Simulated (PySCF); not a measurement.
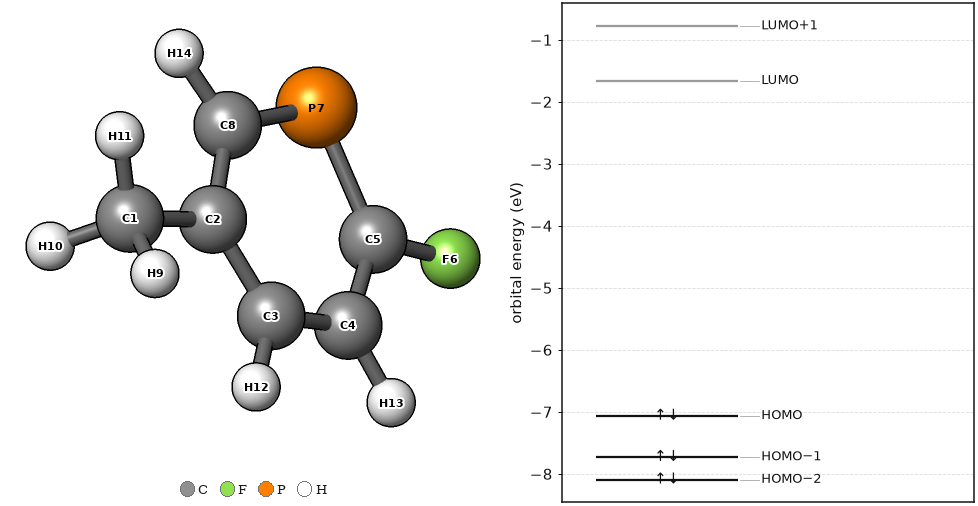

C₆H₆FP, SMILES Cc1ccc(F)pc1. Kohn-Sham orbital energies near the frontier, PBE0/def2-SVPD with PySCF, at a GFN2-xTB geometry (no frequency check), isolated molecule; empty levels in grey, levels within 0.03 eV side by side.

Q: Where do the frontier orbitals lie?

A: HOMO at −7.06 eV, LUMO at −1.66 eV, 5.40 eV apart.

Q: List the levels with the atoms that carry most of them (a dash for levels above zero or within 0.03 eV of another, where shares mean little).

A:
```tsv
orbital	energy (eV)	Löwdin shares
LUMO+1	−0.78	C5 19 %, C2 19 %, C4 16 %
LUMO	−1.66	P7 34 %, C3 18 %, C8 16 %
HOMO	−7.06	P7 24 %, C5 21 %, C3 15 %
HOMO−1	−7.73	C8 29 %, C4 20 %, C2 12 %
HOMO−2	−8.09	P7 62 %, C5 12 %, C8 11 %
```

Note: the tight-binding geometry is rougher than a DFT one and adds to the error; empty levels above zero depend strongly on the basis.
